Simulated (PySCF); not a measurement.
**[Nb2Cl]+: relaxation and vibrations of the singlet**

Where does singlet [Nb2Cl]+ go from a PBE0 minimum start, is the end point a minimum, and what are its modes, charges and moments?

Method: PBE, basis Cl def2-TZVP, Nb def2-TZVP with ECP28, scalar-relativistic core potentials, no spin–orbit coupling, density fitting; program: PySCF 2.14.0.

### 1 Starting geometry

3 atoms, charge 1, spin multiplicity 1.

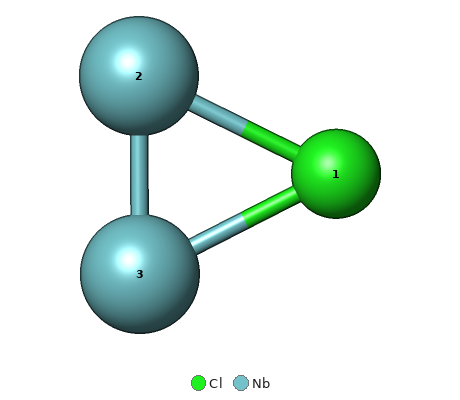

As it starts; chlorine green, niobium teal; atoms are numbered from 1 in the order of the file.

```xyz
3
charge 1 multiplicity 1
Cl    0.0000    0.0000   -1.7825
Nb    1.0658    0.0000    0.3354
Nb   -1.0658    0.0000    0.3354
```

### 2 The SCF at the typed geometry

The steps below are one call of a driver around PySCF. For each, scf.py gives the equivalent set-up of the SCF; relaxations use the driver's own optimiser. After this first run the driver tries any further starts and a stability analysis.

scf.py

```python
from pyscf import gto, scf, dft
mol = gto.M(atom='''
Cl     0.000000    -0.000000    -1.782530
Nb     1.065830    -0.000000     0.335430
Nb    -1.065830     0.000000     0.335430''',
    basis={'Cl': 'def2-TZVP', 'Nb': 'def2-TZVP'},
    ecp={'Nb': 'def2-TZVP'},
    charge=1, spin=0)
mf = dft.RKS(mol, xc='PBE')
mf.grids.atom_grid = (50, 194)
aux = {'Cl': 'def2-universal-JKFIT', 'Nb': 'def2-universal-JKFIT'}
mf = mf.density_fit(auxbasis=aux)
mf.conv_tol = 1e-08
mf.diis_space = 10
mf.max_cycle = 60
mf.init_guess = 'minao'
mf.verbose = 4
mf.kernel()
```

Command:

```
$ OMP_NUM_THREADS=4 python axn.py task.json out
```

The log of the run, shortened:

```text
[... the frontier levels of the middle cycles are left out ...]
init E= -562.091297172261
  HOMO = -0.867541302681183  LUMO = -0.830451994712856  gap/eV = 1.00925
cycle= 1 E= -565.589286870216  delta_E= -3.5  |g|= 4.94  |ddm|= 6.99
  HOMO = -0.209791371417306  LUMO = -0.182428675891072  gap/eV = 0.74458
cycle= 2 E= -474.144674044886  delta_E= 91.4  |g|= 16.8  |ddm|= 18.6
  HOMO = -0.234470179580728  LUMO = -0.224443132101033  gap/eV = 0.27285
cycle= 3 E= -553.7728624147  delta_E= -79.6  |g|= 7.62  |ddm|= 16.9
cycle= 4 E= -571.712608299583  delta_E= -17.9  |g|= 2.41  |ddm|= 5.58
cycle= 5 E= -573.033925275723  delta_E= -1.32  |g|= 1.59  |ddm|= 3.76
cycle= 6 E= -573.682988990671  delta_E= -0.649  |g|= 0.51  |ddm|= 2.54
cycle= 7 E= -573.737052602556  delta_E= -0.0541  |g|= 0.161  |ddm|= 0.448
cycle= 8 E= -573.743662899607  delta_E= -0.00661  |g|= 0.0875  |ddm|= 0.238
cycle= 9 E= -573.74589540842  delta_E= -0.00223  |g|= 0.0192  |ddm|= 0.088
cycle= 10 E= -573.745965267792  delta_E= -6.99e-05  |g|= 0.00395  |ddm|= 0.0181
cycle= 11 E= -573.745969090861  delta_E= -3.82e-06  |g|= 0.00131  |ddm|= 0.00492
cycle= 12 E= -573.745969530068  delta_E= -4.39e-07  |g|= 0.000179  |ddm|= 0.00147
cycle= 13 E= -573.745969538255  delta_E= -8.19e-09  |g|= 9.2e-05  |ddm|= 0.000276
Extra cycle  E= -573.745969347985  delta_E= 1.9e-07  |g|= 0.000925  |ddm|= 0.000701
SCF not converged.
init E= -562.091297172261
cycle= 1 E= -565.58928687022  delta_E= -3.5  |g|= 4.94  |ddm|= 6.99
[... 19 cycles left out ...]
SCF not converged.
init E= -573.745930244511
[... 1 cycles left out ...]
cycle= 2 E= -573.693756200303  delta_E= 0.0508  |g|= 0.493  |ddm|= 0.425
cycle= 3 E= -573.737641089441  delta_E= -0.0439  |g|= 0.189  |ddm|= 0.262
cycle= 4 E= -573.744645972422  delta_E= -0.007  |g|= 0.0735  |ddm|= 0.0789
cycle= 5 E= -573.745746296494  delta_E= -0.0011  |g|= 0.0292  |ddm|= 0.0288
cycle= 6 E= -573.745942181932  delta_E= -0.000196  |g|= 0.00948  |ddm|= 0.0152
cycle= 7 E= -573.745966329273  delta_E= -2.41e-05  |g|= 0.00262  |ddm|= 0.00716
cycle= 8 E= -573.745968524796  delta_E= -2.2e-06  |g|= 0.00149  |ddm|= 0.00374
cycle= 9 E= -573.745969122254  delta_E= -5.97e-07  |g|= 0.00105  |ddm|= 0.00164
cycle= 10 E= -573.745969370062  delta_E= -2.48e-07  |g|= 0.000716  |ddm|= 0.00084
cycle= 11 E= -573.745969472322  delta_E= -1.02e-07  |g|= 0.000467  |ddm|= 0.000476
cycle= 12 E= -573.745969513984  delta_E= -4.17e-08  |g|= 0.000294  |ddm|= 0.000281
cycle= 13 E= -573.745969529768  delta_E= -1.58e-08  |g|= 0.000187  |ddm|= 0.000165
cycle= 14 E= -573.74596953638  delta_E= -6.61e-09  |g|= 0.000112  |ddm|= 0.000102
cycle= 15 E= -573.745969538839  delta_E= -2.46e-09  |g|= 6.51e-05  |ddm|= 6.18e-05
  HOMO = -0.346789210517401  LUMO = -0.327596629772393  gap/eV = 0.52226
Extra cycle  E= -573.745969391294  delta_E= 1.48e-07  |g|= 0.000812  |ddm|= 0.000641
SCF not converged.
  HOMO = -0.346789091417364  LUMO = -0.327596962227674  gap/eV = 0.52224
macro= 0  E= -573.745969539981  delta_E= -1.48687e-07  |g|= 0.000812065  1 KF 3 JK
macro= 1  E= -573.745969539982  delta_E= -1.13687e-12  |g|= 2.41012e-05  1 KF 2 JK
macro X = 2  E=-573.745969539982  |g|= 2.41012e-05  total 3 KF 8 JK
converged SCF energy = -573.745969539982
```

This step, with its further starts and checks, took 8 s on 4 threads of Arm Neoverse V2, shared host.

Where DIIS stalls, the driver goes on with a level shift of 0.3 Eh and then with a second-order solver.

The test of internal stability found no lower closed-shell solution.

### 3 PBE0 minimum start, singlet: relaxation

The program finds C2v symmetry in the start, which this walk keeps. The walk stops when the largest gradient is under 0.0003 Eh/bohr and the energy has settled too.

scf.py, as its differences from that of step 2:

```diff
@@ -3,3 +3,3 @@
-Cl     0.000000    -0.000000    -1.782530
-Nb     1.065830    -0.000000     0.335430
-Nb    -1.065830     0.000000     0.335430''',
+Cl     0.000000     0.000000    -1.782503
+Nb     1.065830     0.000000     0.335457
+Nb    -1.065830     0.000000     0.335457''',
@@ -16 +15,0 @@
-mf.init_guess = 'minao'
```

Energy and gradient, step by step:

| step | energy (Eh) | change (kJ/mol) | largest symmetric gradient (Eh/bohr) |
| --- | --- | --- | --- |
| 0 | -573.745970 | 0.00 | 0.02214 |
| 1 | -573.746673 | -1.85 | 0.00223 |
| 2 | -573.746681 | -1.87 | 0.00028 |
| 3 | -573.746681 | -1.87 | 0.00011 |

The walk took 6.5 s.

It settles in C2v symmetry, 1.9 kJ/mol below the start, after 3 steps: Cl–Nb 2.379 Å (×2), Nb–Nb 2.167 Å; Cl–Nb–Nb 62.9° (×2), Nb–Cl–Nb 54.2°.

### 4 Frequencies

On the finer grid the gradient is checked again; gradients at displacements of ±0.02 bohr then give force constants and infrared intensities.

scf.py, as its differences from that of step 3:

```diff
@@ -3,3 +3,3 @@
-Cl     0.000000     0.000000    -1.782503
-Nb     1.065830     0.000000     0.335457
-Nb    -1.065830     0.000000     0.335457''',
+Cl     0.000000     0.000000    -1.782505
+Nb     1.083587     0.000000     0.335418
+Nb    -1.083587     0.000000     0.335418''',
@@ -10 +10 @@
-mf.grids.atom_grid = (50, 194)
+mf.grids.atom_grid = (75, 302)
@@ -13 +13 @@
-mf.conv_tol = 1e-08
+mf.conv_tol = 1e-10
```

The driver hands on the density of the step before, so the log starts near convergence.

SCF at the final geometry:

```text
init E= -573.74669204986
  HOMO = -0.345718676117683  LUMO = -0.32593732411435  gap/eV = 0.53828
cycle= 1 E= -573.746692049851  delta_E= 8.87e-12  |g|= 7.3e-06  |ddm|= 8.94e-06
  HOMO = -0.345717417657199  LUMO = -0.325936252669864  gap/eV = 0.53827
Extra cycle  E= -573.746692049618  delta_E= 2.32e-10  |g|= 3.12e-05  |ddm|= 2.96e-05
converged SCF energy = -573.746692049618
```

The whole step took 22 s.

Geometry: C2v; Cl–Nb 2.379 Å (×2), Nb–Nb 2.167 Å; Cl–Nb–Nb 62.9° (×2), Nb–Cl–Nb 54.2°.

Harmonic modes (main isotopes):

```tsv
symmetry	ω (cm⁻¹)	IR (km/mol)	μ (u)
b2	237	0.5	49.72
a1	355	16.3	46.54
a1	443	3.4	66.44
```

No imaginary mode, so this is a minimum.

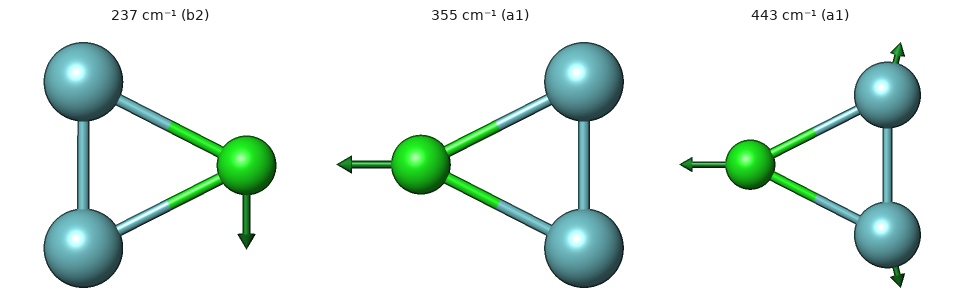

Displacements of 3 of the modes, as arrows (one member where a mode is degenerate).

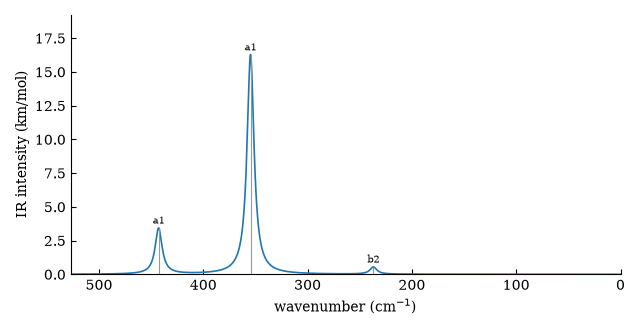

The harmonic infrared spectrum (widths in cm⁻¹). Lines are broadened to a width of 8 cm⁻¹ (Lorentzian).

Properties at this point:

| Property | Result |
| --- | --- |
| Dipole moment about the centre of mass | 2.75 D |
| Highest occupied level | -9.41 eV |
| Lowest empty level | -8.87 eV |
| Rotational constants | 0.1277, 0.07727, 0.04814 cm⁻¹ |
| Zero-point energy | 6.2 kJ/mol |
| Principal polarisabilities | 82.2, 83.9, 122.8 bohr³ |
| Principal traceless quadrupole moments about the centre of mass | -12.21, 0.53, 11.67 D Å |
| Entropy at 298.15 K and 1 bar | 301.8 J/(mol K) |
| Heat capacity Cp at 298.15 K | 53.0 J/(mol K) |
| Enthalpy at 298.15 K above 0 K | 12.89 kJ/mol |
| Rotational symmetry number | 2 |

Populations by atom (charges in e):

```csv
atom,Mulliken,Löwdin,polar tensor,Mayer order to Cl1
Cl1,-0.18,0.40,-0.25,–
"Nb2,3",0.59,0.30,0.63,0.79
```

Outer orbital energies (eV). occupied: -25.70, -14.98, -14.24, -13.91, -10.56, -10.39, -9.84, -9.41; empty: -8.87, -7.98, -7.74, -7.65.

Mulliken populations on Cl1: s 5.97, p 11.13, d 0.07, f 0.00.

### 5 Would spin polarisation lower it?

At the lowest minimum the closed shell is tested against spin polarisation, on the (50, 194) grid. It is stable.

### 6 Summary of results

```
                            quantity                                                                   value
                             minimum                                                            singlet, C2v
                            geometry  Cl–Nb 2.379 Å (×2), Nb–Nb 2.167 Å; Cl–Nb–Nb 62.9° (×2), Nb–Cl–Nb 54.2°
                  wavenumbers (cm⁻¹)                                            237 (b2), 355 (a1), 443 (a1)
      dipole moment (centre of mass)                                                                  2.75 D
highest occupied, lowest empty level                                                         -9.41, -8.87 eV
          polar-tensor charge of Cl1                                                                 -0.25 e
                   zero-point energy                                                              6.2 kJ/mol
                 entropy at 298.15 K                                                         301.8 J/(mol K)
```

In words: The molecule stays C2v, as typed, and the end point is a minimum. In the infrared the band at 355 cm⁻¹ (a1) leads. Other starts or spin states, not run here, may lie lower.

The search up to here took 37 s on 4 threads of Arm Neoverse V2, shared host.
